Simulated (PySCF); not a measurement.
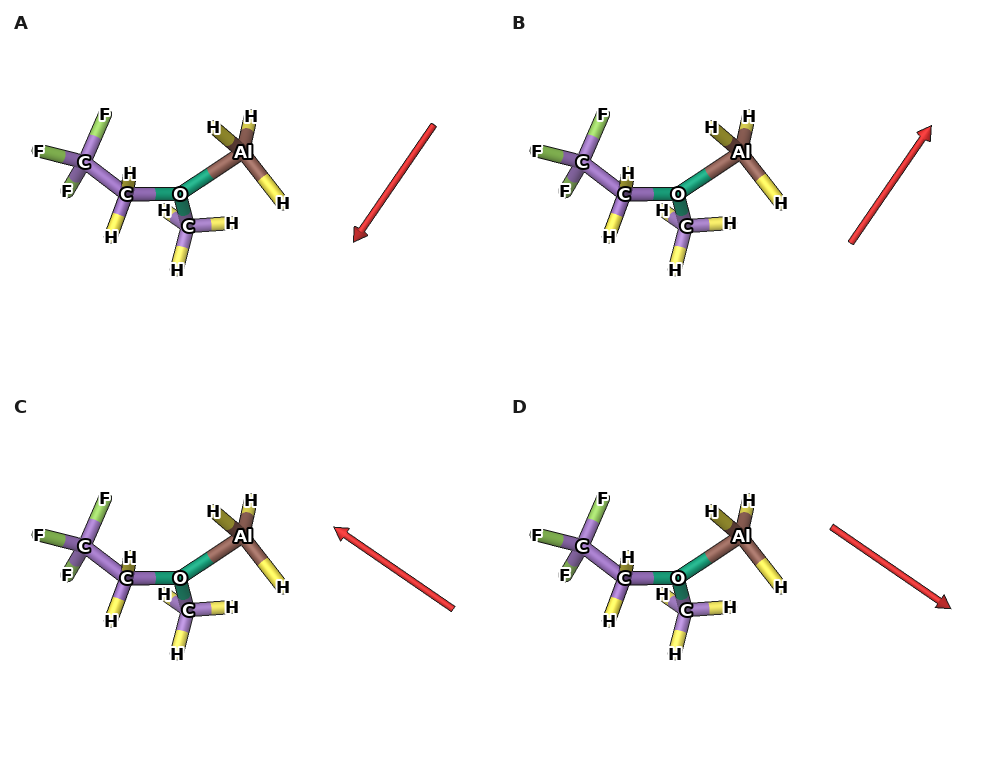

The same molecule four times, each with an arrow. The geometry was computed by an optimisation with GFN2-xTB. No frequency run is at hand to confirm it as a minimum. Method: PBE0/pcSseg-1, gas phase (PySCF 2.14.0).

**Which arrow points along the dipole moment, from the negative to the positive end?**

A. The dipole moment is 4.19 D.

The geometry is semi-empirical. Around Al such bond lengths and angles can be off by a tenth of an ångström or more and by several degrees, and values that hang on the shape move with them.
